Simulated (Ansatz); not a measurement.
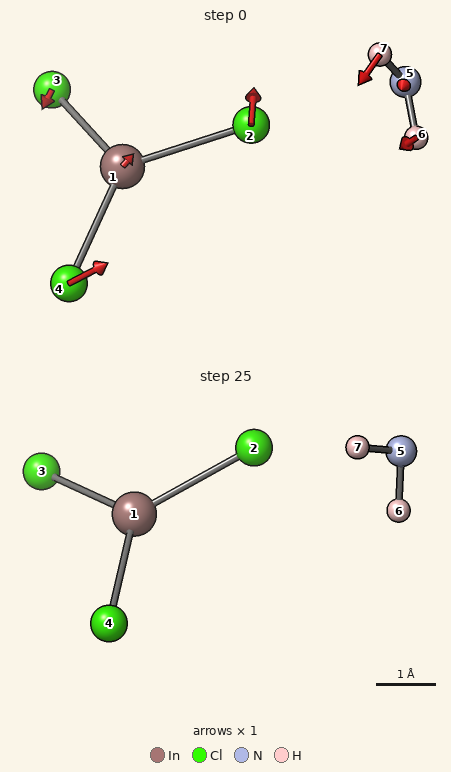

The structure of InNH$_{2}$Cl$_{3}$ (multiplicity 2) before (top) and after (bottom) a relaxation, at one scale. The red arrows give the displacements, at their true length.

The picture is a ball-and-stick view, seen at a tilt.

The run prepares an end point of a later path (reaction) calculation, from a guessed geometry.

Level of theory: UKS B3LYP-D4/def2-SVP (Ansatz).

Input file:
```yaml
crystal:
  periodic: [false, false, false]
  atoms:
    - { symbol: In, position_ang: [0.048794, -0.01223, -0.104838] }
    - { symbol: Cl, position_ang: [0.257698, -0.161012, 2.293082] }
    - { symbol: Cl, position_ang: [1.968171, 0.076589, -1.432988] }
    - { symbol: Cl, position_ang: [-2.073307, 0.043118, -1.084161] }
    - { symbol: "N", position_ang: [0.288596, -0.236063, 5.223278] }
    - { symbol: H, position_ang: [-0.710482, -0.508623, 5.293727] }
    - { symbol: H, position_ang: [0.220529, 0.798221, 5.2819] }
magnetization:
  spin_polarized: true
  initial_magnetization: 1
basis:
  gaussian: { orbitals: def2-SVP }
hamiltonian:
  xc: b3lyp
  dispersion: d4
relax:
  f_tol: 0.03
  max_steps: 50
output:
  orbitals: {}
```

Command:
```bash
ansatz run input.yaml --threads 4 --pin off --max-ram 5120MiB --backend cpu --events-out ev --progress --plain --runs-dir out
```

Describe what moved and what it gained.

Cl4 moves most after the best rigid fit: 0.91 Å. Largest moves by element: Cl 0.91 Å, H 0.69 Å, N 0.33 Å, In 0.31 Å. Among the contacts that change: In1–Cl2 2.412 → 2.340 Å. After 24 accepted moves (25 points after the start) the energy has fallen by 4.38 kJ/mol. Largest force component: 0.88 eV/Å at the start, 0.027 eV/Å at the end. The line search rejected the trial step at point 6 of the run. The forces were under the threshold at step 17, but the run went on from there.

Limits of the set-up: the start holds two separate molecules, 2.9 Å apart at their closest, whose relative position is a soft coordinate.
